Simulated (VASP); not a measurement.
Band structure of IrRh$_{3}$ (space group I4/mmm). Method: LDA (Ceperley-Alder, Perdew-Zunger), VASP's LDA PAW potentials (set 64) (plane waves; VASP).

Unless said otherwise, spin-orbit coupling is left out, though it shifts the bands of the heavy elements here.

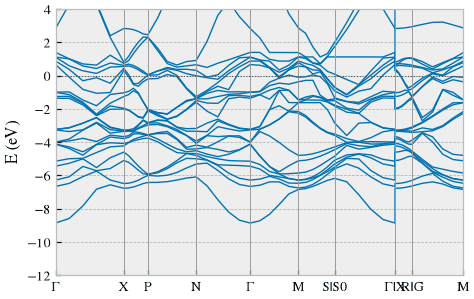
Figure: Bands along high-symmetry lines, zero at the valence-band maximum or, without a gap, the Fermi level

Read the plot: is there a gap, and where are the band edges?

It has no gap at this level: it comes out as a metal or semimetal.

The structure comes from a computed database's IrRh3 entry; how it stands against other phases isn't given here. The cell was not relaxed at this level.
